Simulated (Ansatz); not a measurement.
# What CaSiS3 (model cell, started as cubic perovskite with Si in the octahedra) distorts into

Which phase does CaSiS3 (model cell, started as cubic perovskite with Si in the octahedra) fall into along its unstable mode, and how much energy does it gain?

Program: Ansatz 0.2.0. Level of theory: DFT LDA, scalar-relativistic, plane waves, PAW; PAW set soft_1. Results are calculated unless marked as measured.

The structure was built from a prototype and need not be the compound's stable phase.

## Step 1: Set-up

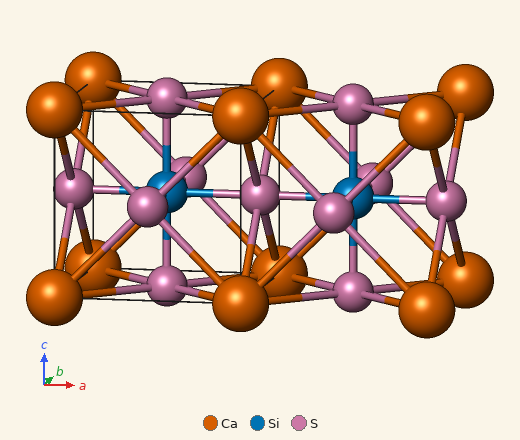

The starting structure, seen slightly off an axis (calcium orange, silicon blue, sulfur pink). 2×1×1 cells are drawn. Some periodic images of atoms are drawn too.

## Step 2: The dispersion

The cell comes from relaxations at this level that are not shown. Stability and thermal properties need the whole zone. Linear response on a 4×4×4 q mesh gives force constants as far as a supercell of that size would.

File input.yaml:

```yaml
crystal:
  lattice:
    - [4.5206973037, 0.0, 0.0]
    - [0.0, 4.5206973037, 0.0]
    - [0.0, 0.0, 4.5206973037]
  atoms:
    - { symbol: Ca, position: [0.0, 0.0, 0.0] }
    - { symbol: Si, position: [0.5, 0.5, 0.5] }
    - { symbol: S, position: [0.5, 0.5, 0.0] }
    - { symbol: S, position: [0.5, 0.0, 0.5] }
    - { symbol: S, position: [0.0, 0.5, 0.5] }
kpoints:
  mp_grid: { grid: [8, 8, 8] }
hamiltonian:
  xc: lda
  pseudopotentials: { kind: paw, azcp: { folder: soft_1 }, xc_functional: pbe }
scf:
  occupations: { method: methfessel_paxton, width: 0.2 }
output:
  eigenvalues: true
phonons:
  method: dfpt
  qmesh: [4, 4, 4]
  temperatures: { t_max: 1000, t_step: 50 }
  qpath:
    path:
      - [[0.0, 0.0, 0.0], [0.0, 0.5, 0.0], [0.5, 0.5, 0.0], [0.0, 0.0, 0.0], [0.5, 0.5, 0.5], [0.0, 0.5, 0.0]]
      - [[0.5, 0.5, 0.5], [0.5, 0.5, 0.0]]
    npoints: 10
```

On the command line:

```
$ ansatz run input.yaml --threads 4 --pin off --max-ram 16384MiB --backend cpu --events-out ev --progress --plain --runs-dir out
```

Numbers of over 12 decimals in the logs are rounded to 6 here.

The log of the run:

```text
Engine: ansatz 0.2.0, aarch64-unknown-linux-gnu
Pseudopotentials: kind: paw
Pseudopotential: Ca, paw, valence charge 10, recommended cutoff 420 eV (normal), soft_1/Ca.paw.azcp
Pseudopotential: Si, paw, valence charge 4, recommended cutoff 420 eV (normal), soft_1/Si.paw.azcp
Pseudopotential: S, paw, valence charge 6, recommended cutoff 420 eV (normal), soft_1/S.paw.azcp
Functional definition: SPW92
  exchange = slater_x
  correlation = pw_c
Crystal: 5 atoms, lattice volume = 92.388 Å³
Basis set: ecut = 420 eV, 1839 PW (Γ), exchange–correlation on 64×64×64 points (8 copies of the dense FFT grid, shifted against one another)
Bands: 21, of which v1, the nominal top of the filled ones, is band 16 counted from 1 (15 counted from 0)
Symmetry: 48 space group operations
k-points: 35 of 512
Non-local potential: Ca, projectors of the file, l = 0: 3, l = 1: 2, l = 2: 2
Non-local potential: Si, projectors of the file, l = 0: 2, l = 1: 2, l = 2: 1
Non-local potential: S, projectors of the file, l = 0: 2, l = 1: 2, l = 2: 1
PAW form: soft (Blöchl's): semilocal exchange-correlation on the pseudo side does not see the compensation charge
PAW frozen core: Ca, regenerated for the run's functional, and the local potential with it (the file was generated under x = pbe(κ = 0.804, μ = 0.219515), c = pbe(β = 0.066725))
PAW frozen core: Si, regenerated for the run's functional, and the local potential with it (the file was generated under x = pbe(κ = 0.804, μ = 0.219515), c = pbe(β = 0.066725))
PAW frozen core: S, regenerated for the run's functional, and the local potential with it (the file was generated under x = pbe(κ = 0.804, μ = 0.219515), c = pbe(β = 0.066725))
PAW one-centre angular grid: Ca, 110 points (default); XC on 64 Gauss nodes
PAW one-centre angular grid: Si, 110 points (default); XC on 64 Gauss nodes
PAW one-centre angular grid: S, 110 points (default); XC on 64 Gauss nodes
Initial density: superposition of atomic densities (chi_scale 0.1, normalization cell, long waves kept (reshape's long-wave potential 0.00 eV rms))
Initial wavefunctions: pseudopotential atomic-orbital guess
Functional: x = slater, c = lda
SCF iter   1: F=—  HF=-4995.317620 eV  |F-HF|=—  |Δ(HF+E_count)|=         —  Δρ=4.08e-2  dr2=3.31e0  ethr=3.10e-3  ⟨swp⟩=8.1  Hψ=4732  notcnv=0
preconditioner: auto → Kerker (q_TF=auto, 2.286 Å⁻¹)  [metal: Δε(μ)=0.029 eV  Ē_g=7.711 eV  σ=0.200 eV  W_gap=0.12  n_scr=18 (ndim 8)  ℏωp=18.9 eV  f_vac=0.000  D(μ)=2.21/eV (n_scr^D=18)]
SCF iter   2: F=—  HF=-4994.516325 eV  |F-HF|=—  |Δ(HF+E_count)|=   8.01e-1  S|Δr|=    0.00e0  Δρ=1.94e-2  dr2=8.08e-1  ethr=3.10e-3  ⟨swp⟩=3.2  Hψ=1828  notcnv=0  defer=19
SCF iter   3: F=—  HF=-4994.253445 eV  |F-HF|=—  |Δ(HF+E_count)|=   2.63e-1  S|Δr|=    0.00e0  Δρ=5.93e-3  dr2=9.11e-2  ethr=2.52e-3  ⟨swp⟩=3.5  Hψ=1694  notcnv=0  defer=19
SCF iter   4: F=—  HF=-4994.222583 eV  |F-HF|=—  |Δ(HF+E_count)|=   3.09e-2  S|Δr|=    0.00e0  Δρ=1.62e-3  dr2=3.98e-3  ethr=2.85e-4  ⟨swp⟩=2.7  Hψ=1498  notcnv=0  defer=19
SCF iter   5: F=—  HF=-4994.221596 eV  |F-HF|=—  |Δ(HF+E_count)|=   9.87e-4  S|Δr|=    0.00e0  Δρ=3.74e-4  dr2=2.15e-4  ethr=1.24e-5  ⟨swp⟩=2.3  Hψ=1149  notcnv=0  defer=19
SCF iter   6: F=—  HF=-4994.221557 eV  |F-HF|=—  |Δ(HF+E_count)|=   3.88e-5  S|Δr|=    0.00e0  Δρ=1.02e-4  dr2=1.62e-5  ethr=6.72e-7  ⟨swp⟩=2.1  Hψ=1243  notcnv=0  defer=19
SCF iter   7: F=—  HF=-4994.221554 eV  |F-HF|=—  |Δ(HF+E_count)|=   2.75e-6  S|Δr|=    0.00e0  Δρ=2.06e-5  dr2=8.49e-7  ethr=5.06e-8  ⟨swp⟩=2.0  Hψ=1037  notcnv=0  defer=19
SCF iter   8: F=—  HF=-4994.221552 eV  |F-HF|=—  |Δ(HF+E_count)|=   2.02e-6  S|Δr|=    0.00e0  Δρ=3.30e-6  dr2=1.22e-8  ethr=2.65e-9  ⟨swp⟩=2.0  Hψ=1280  notcnv=0  defer=19
SCF iter   9: F=—  HF=-4994.221552 eV  |F-HF|=—  |Δ(HF+E_count)|=   1.18e-9  S|Δr|=    0.00e0  Δρ=7.65e-7  dr2=5.71e-10  ethr=3.80e-11  ⟨swp⟩=2.3  Hψ=1105  notcnv=0  defer=19
SCF iter  10: F=-4994.221552 eV  HF=-4994.221552 eV  |F-HF|=4.55e-12  |Δ(HF+E_count)|=  8.19e-11  S|Δr|=    0.00e0  Δρ=8.28e-8  dr2=5.59e-12  ethr=1.00e-12  ⟨swp⟩=11.7  Hψ=5651  notcnv=0
SCF 1 converged in 10 iterations: F = -4994.221552 eV  dr2 = 5.59e-12
  greatest PAW one-centre occupation: 0.995 electrons in one spin orbital (limit 2), on the Ca atom at site 0 (counted from 0), in its partial waves of l = 0
Initial density: read from a saved state, or passed on in memory by an earlier SCF of this step, an earlier step, the calling program or the single point that the run made first
iter 1 solved again at ethr=6.50e-7 eV; its pass at ethr=3.10e-3 eV (dr2=2.08e-4 eV) is discarded
SCF iter   1: F=—  HF=-4994.221556 eV  |F-HF|=—  |Δ(HF+E_count)|=         —  Δρ=1.45e-6  dr2=1.22e-9  ethr=6.50e-7  ⟨swp⟩=4.0  Hψ=6870  notcnv=0
eigensolver tolerance schedule: the retry pair's looser diagonalisation over-reported the residual by 169683.69 of it (diagonalisation noise at an unbounded share of the residual, at the tolerance the schedule requests for it); recorded, not acted on — ethr = c·dr2/N_el stays at c = 1.0e-1
preconditioner: auto → Kerker (q_TF=auto, 2.286 Å⁻¹)  [metal: Δε(μ)=0.017 eV  Ē_g=9.055 eV  σ=0.200 eV  W_gap=0.07  n_scr=18 (ndim 8)  ℏωp=18.9 eV  f_vac=0.000  D(μ)=2.45/eV (n_scr^D=18)]
SCF iter   2: F=—  HF=-4994.221552 eV  |F-HF|=—  |Δ(HF+E_count)|=   3.29e-6  S|Δr|=    0.00e0  Δρ=7.63e-7  dr2=3.83e-10  ethr=3.83e-12  ⟨swp⟩=5.1  Hψ=2474  notcnv=0
SCF iter   3: F=—  HF=-4994.221552 eV  |F-HF|=—  |Δ(HF+E_count)|=  7.82e-11  S|Δr|=    0.00e0  Δρ=4.90e-7  dr2=1.49e-10  ethr=1.20e-12  ⟨swp⟩=1.2  Hψ=750  notcnv=0
SCF iter   4: F=—  HF=-4994.221552 eV  |F-HF|=—  |Δ(HF+E_count)|=  4.09e-11  S|Δr|=    0.00e0  Δρ=2.25e-7  dr2=3.04e-11  ethr=1.00e-12  ⟨swp⟩=1.0  Hψ=735  notcnv=0
SCF iter   5: F=-4994.221552 eV  HF=-4994.221552 eV  |F-HF|=4.55e-12  |Δ(HF+E_count)|=  7.28e-12  S|Δr|=    0.00e0  Δρ=1.06e-7  dr2=6.40e-12  ethr=1.00e-12  ⟨swp⟩=4.9  Hψ=2412  notcnv=0
SCF 2 converged in 5 iterations: F = -4994.221552 eV  dr2 = 6.40e-12
phonons: the bands overlap, so this run is a metal and interpolates without the dipole-dipole term. If the crystal is really an insulator or semiconductor, its LO-TO splitting is missing
NSCF: frozen V_eff on 35 k-points
NSCF: frozen V_eff on 125 k-points
DFPT response loops at q = (0, 0, 0) (fractional): preconditioner auto → Kerker (q_TF=auto, 2.286 Å⁻¹) (partly filled bands, converged f_vac=0.000); β = 1.00, the filter's whole step (`scf.mixing.beta` (0.50) is not read by the response loops under this deck's `scf.mixing.preconditioner`; to damp them name `kerker` or `kerker_dos`, under which they read `scf.mixing.beta`, and type it under 1.00, their step now; both keys bind the ground state too); Broyden in place of MSR1
NSCF: frozen V_eff on 400 k-points
DFPT response loops at q = (0, 0, 0.25) (fractional): mixed as the last ones told, above
NSCF: frozen V_eff on 250 k-points
DFPT response loops at q = (0, 0, -0.5) (fractional): mixed as the last ones told, above
NSCF: frozen V_eff on 640 k-points
DFPT response loops at q = (0, 0.25, 0.25) (fractional): mixed as the last ones told, above
NSCF: frozen V_eff on 400 k-points
DFPT response loops at q = (0, 0.25, -0.5) (fractional): mixed as the last ones told, above
NSCF: frozen V_eff on 250 k-points
DFPT response loops at q = (0, -0.5, -0.5) (fractional): mixed as the last ones told, above
NSCF: frozen V_eff on 1024 k-points
DFPT response loops at q = (0.25, 0.25, 0.25) (fractional): mixed as the last ones told, above
NSCF: frozen V_eff on 640 k-points
DFPT response loops at q = (0.25, 0.25, -0.5) (fractional): mixed as the last ones told, above
NSCF: frozen V_eff on 400 k-points
DFPT response loops at q = (0.25, -0.5, -0.5) (fractional): mixed as the last ones told, above
NSCF: frozen V_eff on 250 k-points
DFPT response loops at q = (-0.5, -0.5, -0.5) (fractional): mixed as the last ones told, above
SCF converged after 10 iterations
Stability not checked: this state was not tested for a lower state beside it, because cold or Methfessel-Paxton smearing, or corrected tetrahedra, fill the levels in a way that the test cannot read (fill_not_monotonic; see scf.lower_state_search)
Free energy (F): -4994.221552 eV
Harris-Foulkes:  -4994.221552 eV  (|F-HF|=4.55e-12)
Internal energy: -4994.212786 eV  (E = F + TS)
E sigma→0 (E₀):  -4994.219361 eV
Entropy (-TS):   -0.008766 eV (-1.753 meV/atom)
Fermi energy:    7.983078 eV
--- Per-component energies (eV) ---
  E_band       = -98.706480
  E_kinetic    = 620.248897
  E_local      = -980.339039  (includes V_loc(G=0)·N_el)
  E_nonlocal   = 222.070769
  E_hartree    = 302.536469
  E_xc         = -450.648542
  E_vxc        = -459.818511  (∫ρ·V_xc dr)
  E_paw        = -3038.144431  (= ΣΔE_a)
  E_vpaw       = -105.941617  (= ΣTr[D̂ρ^β])
  E_aug_tail   = 0.000031  (compensation charges beyond the density's cutoff)
  E_ewald      = -1670.764030
  E_core_change = 0.827090  (= ΣΔE_core)
  E_smearing   = -0.008766  (= −TS)
  E_closure    = 0.000000  (closes the sum)
  Σ components = -4994.221552   (vs F -4994.221552, Δ=0.00e0)
--- Band table (eV; the first three rows and the last of 35) ---
  k-point 0: bands = [... 12 lower, 6.6783, 6.6783, 7.0479, 7.0479, 7.0479, 10.4999, 10.4999, 10.6296, ... 1 higher]
  k-point 1: bands = [... 12 lower, 6.4747, 6.4747, 6.8306, 6.9429, 6.9429, 10.6390, 10.7066, 10.8455, ... 1 higher]
  k-point 2: bands = [... 12 lower, 5.9770, 6.0324, 6.8090, 6.8090, 6.8581, 10.9259, 10.9818, 11.6029, ... 1 higher]
  k-point 34: bands = [... 12 lower, 6.0445, 8.4758, 8.4758, 8.4758, 10.2653, 10.3830, 10.3830, 10.3830, ... 1 higher]
--- Phonons (Γ-DFPT): 4 representative perturbations + reference (Σ response iterations 12) ---
  ASR residual: 7.962e-5 → 0.000e0 eV/Å²; symmetrization residual: 6.519e-6 eV/Å²
  ASR residual per site (eV/Å²): 7.96e-5 8.15e-6 2.39e-5 2.39e-5 2.39e-5
  Γ frequencies (cm⁻¹): -131.24 -131.24 -131.24 -77.30 -77.30 -77.30 0.00 0.00 0.00 40.32 40.32 40.32 361.69 361.69 361.69
--- Phonons (arbitrary-q DFPT): 10 irreducible q on the 4×4×4 mesh ---
  q = [0.0000, 0.0000, 0.0000] (star 1, of the zone-centre solve; hermiticity 1.18e-6, symmetrization 3.00e-14): -131.24 -131.24 -131.24 -77.30 -77.30 -77.30 -0.00 -0.00 0.00 40.32 40.32 40.32 361.69 361.69 361.69
  q = [0.0000, 0.0000, 0.2500] (star 6, 9 solved perturbations in 1560 linear systems a pass and spin channel, the states on 200 of 512 k-point pairs; hermiticity 1.28e-6, symmetrization 1.74e-13): -125.54 -118.32 -118.32 -98.69 -78.64 -78.64 36.34 36.34 44.41 70.46 70.46 188.36 337.39 356.91 356.91
  q = [0.0000, 0.0000, -0.5000] (star 3, 9 solved perturbations in 975 linear systems a pass and spin channel, the states on 125 of 512 k-point pairs; hermiticity 8.36e-7, symmetrization 3.67e-9): -124.75 -103.88 -95.71 -95.71 -95.01 -95.01 36.91 36.91 60.28 85.91 85.91 306.62 326.58 354.24 354.24
  q = [0.0000, 0.2500, 0.2500] (star 12, 9 solved perturbations in 2460 linear systems a pass and spin channel, the states on 320 of 512 k-point pairs; hermiticity 1.12e-6, symmetrization 1.44e-14): -160.01 -125.70 -106.38 -96.02 -75.03 18.71 36.62 38.44 65.43 96.44 201.92 213.19 317.23 352.06 368.79
  q = [0.0000, 0.2500, -0.5000] (star 12, 15 solved perturbations on 200 of 512 k-point pairs; hermiticity 1.06e-6, symmetrization 1.36e-8): -169.41 -134.44 -115.40 -86.93 -81.46 38.98 60.19 61.74 108.80 112.80 225.46 295.38 321.57 349.80 370.39
  q = [0.0000, -0.5000, -0.5000] (star 3, 9 solved perturbations in 975 linear systems a pass and spin channel, the states on 125 of 512 k-point pairs; hermiticity 1.17e-6, symmetrization 2.42e-9): -167.01 -142.96 -142.96 -70.27 -70.27 40.89 78.54 78.54 119.01 147.60 278.46 337.18 337.18 347.58 364.84
  q = [0.2500, 0.2500, 0.2500] (star 8, 4 solved perturbations in 1376 linear systems a pass and spin channel, the states on 512 of 512 k-point pairs; hermiticity 7.74e-7, symmetrization 7.50e-14): -156.85 -156.85 -155.69 -70.99 -70.99 24.79 79.08 79.74 79.74 215.81 215.81 235.78 315.34 315.34 398.59
  q = [0.2500, 0.2500, -0.5000] (star 12, 9 solved perturbations in 2460 linear systems a pass and spin channel, the states on 320 of 512 k-point pairs; hermiticity 9.04e-7, symmetrization 3.89e-9): -172.04 -169.59 -154.32 -67.54 -58.12 6.87 90.74 107.72 119.36 230.64 246.01 284.95 309.75 335.09 403.24
  q = [0.2500, -0.5000, -0.5000] (star 6, 9 solved perturbations in 1560 linear systems a pass and spin channel, the states on 200 of 512 k-point pairs; hermiticity 9.47e-7, symmetrization 5.18e-10): -172.97 -172.97 -172.92 -57.79 -57.79 -23.40 115.53 115.53 141.46 252.97 273.03 289.75 349.80 349.80 407.37
  q = [-0.5000, -0.5000, -0.5000] (star 1, 4 solved perturbations in 350 linear systems a pass and spin channel, the states on 125 of 512 k-point pairs; hermiticity 5.87e-7, symmetrization 8.04e-10): -181.94 -181.94 -181.94 -52.45 -52.45 -52.45 136.94 136.94 136.94 270.19 270.19 363.66 363.66 363.66 413.34
  sum rule: each row above includes the acoustic sum rule's correction from the zone centre's row sums; it moved no ω² by more than (0.74 cm⁻¹)²
  mesh force constants: q→R imaginary residual 6.41e-19; ASR residual 7.962e-5 → 0.000e0 eV/Å²; symmetrization residual 1.599e-14 eV/Å²
  interpolated dispersion: 62 rows × 15 modes
  density of states and harmonic sums: on the 16×16×16 q-mesh, interpolated from the force constants of a 4×4×4 supercell (no non-analytic term)
  largest difference from the sums on the solved wave vectors: F 4.87e-2 eV, S 5.51e-5 and C_V 9.03e-6 eV/K
  zero-point energy: 0.119301 eV/cell   skipped modes (ω ≤ 0): 903, of them read as no rigid motion or as one in doubt: 900 (5.386e0 modes/cell left out, lowest -181.94 cm⁻¹)   left out of the sums: 3.59e-1 of the cell's modes: C_V's classical limit lies that fraction below 3 k_B per atom; for a crystal, a wire or a layer, F and S can be off by more, and a phonons.interpolated_qmesh denser along its periods is the remedy for the sampling
```

Wall time 11 min (4 threads of Arm Neoverse V1, shared host); peak memory 2.2 GiB; 42 min of CPU time.

In the SCF lines HF is the Harris–Foulkes energy and dr2 the Hartree energy of the density residual, in eV; the loop may stop once dr2 is under the threshold and the program's other checks hold. Hψ counts applications of the Hamiltonian.

Numbers from this step:

```
volume per atom                                         : 18.48 Å³
gap on the k-mesh                                       : 0 eV
sum-rule residual before enforcement                    : 7.96e-5 eV/Å²
lowest frequency on the path                            : -181.9 cm⁻¹
point group                                             : m-3m
highest frequency on the path or at a solved wavevector : 416.4 cm⁻¹
highest optical mode at the zone centre (no LO-TO term) : 361.7 cm⁻¹
lowest optical zone-centre mode                         : -131.2 cm⁻¹
lowest mode on the q mesh (acoustic modes at Γ apart)   : -181.9 cm⁻¹
```

Frequencies (cm⁻¹) solved at each irreducible wavevector; negative means imaginary. Frequencies by wavevector, by row:

| q in reciprocal lattice units | star | mode 1 | mode 2 | mode 3 | mode 4 | mode 13 | mode 14 | mode 15 |
| --- | --- | --- | --- | --- | --- | --- | --- | --- |
| 0 0 0 | 1 | -131.2 | -131.2 | -131.2 | -77.3 | 361.7 | 361.7 | 361.7 |
| 0 0 0.25 | 6 | -125.5 | -118.3 | -118.3 | -98.7 | 337.4 | 356.9 | 356.9 |
| 0 0 -0.5 | 3 | -124.8 | -103.9 | -95.7 | -95.7 | 326.6 | 354.2 | 354.2 |
| 0 0.25 0.25 | 12 | -160 | -125.7 | -106.4 | -96 | 317.2 | 352.1 | 368.8 |
| 0 0.25 -0.5 | 12 | -169.4 | -134.4 | -115.4 | -86.9 | 321.6 | 349.8 | 370.4 |
| 0 -0.5 -0.5 | 3 | -167 | -143 | -143 | -70.3 | 337.2 | 347.6 | 364.8 |
| 0.25 0.25 0.25 | 8 | -156.8 | -156.8 | -155.7 | -71 | 315.3 | 315.3 | 398.6 |
| 0.25 0.25 -0.5 | 12 | -172 | -169.6 | -154.3 | -67.5 | 309.8 | 335.1 | 403.2 |
| 0.25 -0.5 -0.5 | 6 | -173 | -173 | -172.9 | -57.8 | 349.8 | 349.8 | 407.4 |
| -0.5 -0.5 -0.5 | 1 | -181.9 | -181.9 | -181.9 | -52.5 | 363.7 | 363.7 | 413.3 |

Interpolated from a 4×4×4 q mesh. The phonon branches at the labelled points (cm⁻¹):

| point | branch 1 | branch 2 | branch 3 | branch 4 | branch 12 | branch 13 | branch 14 | branch 15 |
| --- | --- | --- | --- | --- | --- | --- | --- | --- |
| Γ | -131 | -131 | -131 | -77 | 40 | 362 | 362 | 362 |
| X | -125 | -104 | -96 | -96 | 307 | 327 | 354 | 354 |
| M | -167 | -143 | -143 | -70 | 337 | 337 | 348 | 365 |
| Γ | -131 | -131 | -131 | -77 | 40 | 362 | 362 | 362 |
| R | -182 | -182 | -182 | -52 | 364 | 364 | 364 | 413 |
| X | -125 | -104 | -96 | -96 | 307 | 327 | 354 | 354 |
| jump to R | -182 | -182 | -182 | -52 | 364 | 364 | 364 | 413 |
| M | -167 | -143 | -143 | -70 | 337 | 337 | 348 | 365 |

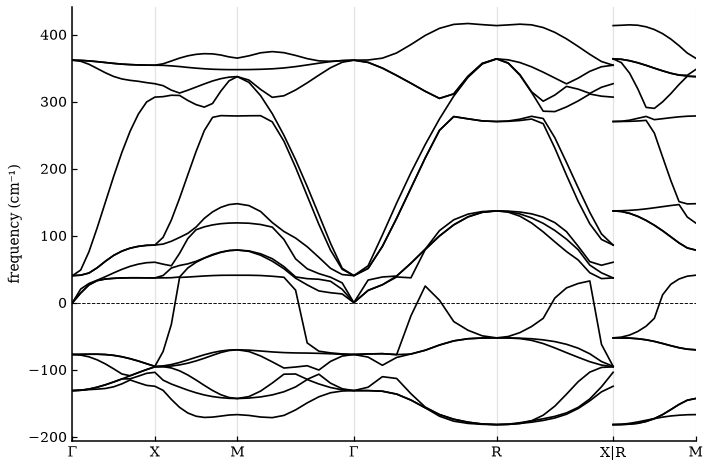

Phonon branches along the path.

Symmetry leaves 10 wavevectors to solve. The lowest mode among them, the acoustic zeros apart, lies at q = (-0.5, -0.5, -0.5) and is imaginary, 181.9i cm⁻¹, so the energy falls along it.

## Step 3: The mode frozen in, largest atomic shift 0 Å

The mode followed lies at q = (-0.5, -0.5, -0.5) with frequency 181.9i cm⁻¹ and is 3-fold degenerate, the softest among the wavevectors solved. At small amplitude the distorted cell has space group no. 74 by a symmetry search on the positions. The undistorted cell that holds it gives the zero of energy on the same k mesh.

System of this step: CaSiS3 (model cell, started as cubic perovskite with Si in the octahedra). Symmetry: Pm-3m, No. 221, cubic system. The conventional cell has a = 4.521 Å, b = 4.521 Å, c = 4.521 Å, α = 90.00°, β = 90.00°, γ = 90.00°. Nearest to Ca lie 12 S at 3.20 Å. Si has 6 S at 2.26 Å nearest. Nearest to S lie 2 Si at 2.26 Å and 4 Ca at 3.20 Å. Farther neighbours and most contacts between anions are not listed.

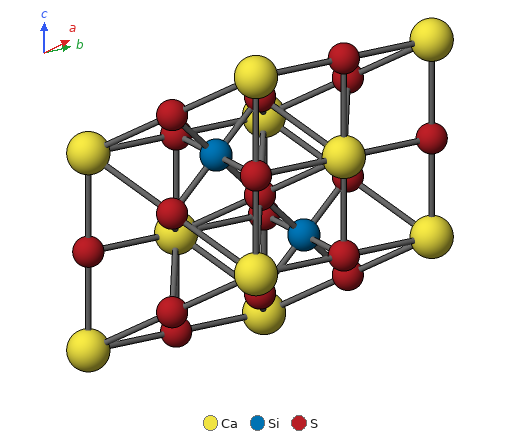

The cell of this step (calcium yellow, silicon blue, sulfur red). Some periodic images of atoms are drawn too.

input.yaml, the sections that differ from step 2:

```yaml
crystal:
  lattice:
    - [4.5206973037, 4.5206973037, 0.0]
    - [4.5206973037, 0.0, 4.5206973037]
    - [4.5206973037, 0.0, -4.5206973037]
  atoms:
    - { symbol: Ca, position: [0.0, 0.0, 0.0] }
    - { symbol: Ca, position: [0.0, 0.5, 0.5] }
    - { symbol: Si, position: [0.5, 0.25, 0.75] }
    - { symbol: Si, position: [0.5, 0.75, 0.25] }
    - { symbol: S, position: [0.5, 0.0, 1.0] }
    - { symbol: S, position: [0.5, 0.5, 0.5] }
    - { symbol: S, position: [0.0, 0.5, 0.0] }
    - { symbol: S, position: [0.0, 0.0, 0.5] }
    - { symbol: S, position: [0.5, 0.5, 0.0] }
    - { symbol: S, position: [0.5, 0.0, 0.5] }
output:
  forces: true
  stress: true
  eigenvalues: true
# kpoints, hamiltonian, scf: as in step 2
# phonons: removed
```

The log of the run:

```text
[...]
Crystal: 10 atoms, lattice volume = 184.776 Å³
Basis set: ecut = 420 eV, 3695 PW (Γ)
Bands: 42, of which v1, the nominal top of the filled ones, is band 32 counted from 1 (31 counted from 0)
Symmetry: 96 space group operations
[...]
k-points: 29 of 512
[...]
k-point 0: bands = [... 28 lower, 7.0419, 7.0419, 8.4619, 8.4619, 8.4619, 10.2582, 10.4042, 10.4042, ... 6 higher]
  k-point 1: bands = [... 28 lower, 7.0246, 7.0246, 8.2322, 8.2322, 8.3675, 10.1486, 10.4547, 10.5987, ... 6 higher]
  k-point 2: bands = [... 28 lower, 7.0505, 7.0505, 7.8492, 7.8492, 8.1163, 9.4789, 10.7896, 10.7896, ... 6 higher]
  k-point 28: bands = [... 28 lower, 6.3469, 6.3469, 7.2785, 7.2785, 9.4857, 9.4857, 10.7165, 10.7165, ... 6 higher]
[key lines of the parts left out:]
SCF converged after 8 iterations
Free energy (F): -9988.446138 eV
Fermi energy:    7.894004 eV
P = ⅓ Tr σ = 0.0314 GPa (0.314 kbar)
```

Run time: 4 s. Hardware: 4 threads; peak memory 0.56 GiB; 15 s of CPU time.

Numbers from this step:

```yaml
pressure: 0.03141 GPa
energy_from_the_undistorted_cell: 0 meV/atom
```

The run ends at a pressure of 0.03 GPa.

[end of part 1 of 3]

[Logs are printed without paths, hosts, clocks, repeated set-up lines and the standing remarks that a program may print on its own settings, such as how far it seeks lower states.]

[Hosts, paths, dates, database ids (printed as entryN), source tags and the programs' standing remarks are cut or masked in the printed files.]
